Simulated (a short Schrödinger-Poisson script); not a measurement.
System: MOS inversion layer, SiO2 on p-type Si(111), at 300 K.

```csv
layer,material,thickness (nm),Na (cm⁻³)
1,SiO2,1.5,-
2,Si,360,1.4e18
```

The device is made up for the run: typed textbook-type constants, with dimensions and the other settings drawn at random. SiO2: permittivity 3.9, conduction-band edge (eV) 3.15, gap (eV) 9, electron mass (mₑ) 0.5. Si: permittivity 11.7, conduction-band edge (eV) 0, gap (eV) 1.124, Nv at 300 K (cm⁻³) 3.1e19.

Channel valleys (confinement mass, in-plane density-of-states mass, number): Δ6 0.258, 0.358, 6. At the gate the conduction-band edge of layer 1 lies 3.36 eV − eVg above the Fermi level of the channel; the field vanishes at the back. Gaps are held at their typed values at every temperature. Mesh 0.03 nm at interfaces.

Solved with a short Schrödinger-Poisson script written for these runs: 1D Poisson equation in equilibrium, electrons quantum, Hartree (BenDaniel-Duke, 12 states a valley, the channel's in-plane mass for all, wave functions ending at the dielectric), parabolic valleys, classical holes, full ionisation, no traps, pinning or gate leakage.

Only gate voltages with over 1e8 electrons/cm² are shown.

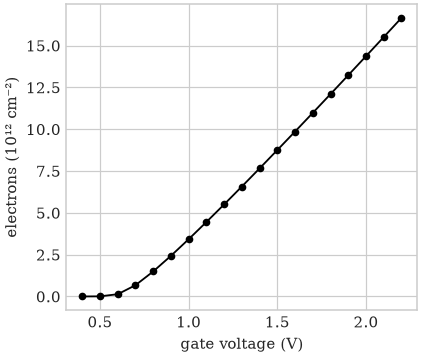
Fig. 1. Sheet density against gate voltage

```csv
Vg (V),electrons (cm⁻²),C (μF/cm²),Δ6 E0 (meV),Δ6 E1 (meV)
0.4,3.79e8,0.309,285.1,419.7
0.5,8.42e9,0.330,204.9,344.4
0.6,1.36e11,0.694,132.9,277.0
0.7,6.74e11,1.24,91.2,239.5
0.8,1.50e12,1.47,70.1,222.5
0.9,2.43e12,1.57,57.0,213.2
1,3.42e12,1.63,47.6,207.6
1.1,4.45e12,1.67,40.2,203.8
1.2,5.50e12,1.70,34.1,201.2
1.3,6.58e12,1.72,28.9,199.4
1.4,7.66e12,1.74,24.3,198.2
1.5,8.76e12,1.76,20.2,197.3
1.6,9.86e12,1.78,16.5,196.7
1.7,1.10e13,1.79,13.0,196.4
1.8,1.21e13,1.80,9.8,196.2
1.9,1.32e13,1.81,6.8,196.2
2,1.44e13,1.82,4.0,196.2
2.1,1.55e13,1.83,1.3,196.4
2.2,1.67e13,1.84,-1.2,196.7
```

Subbands count from the Fermi level.
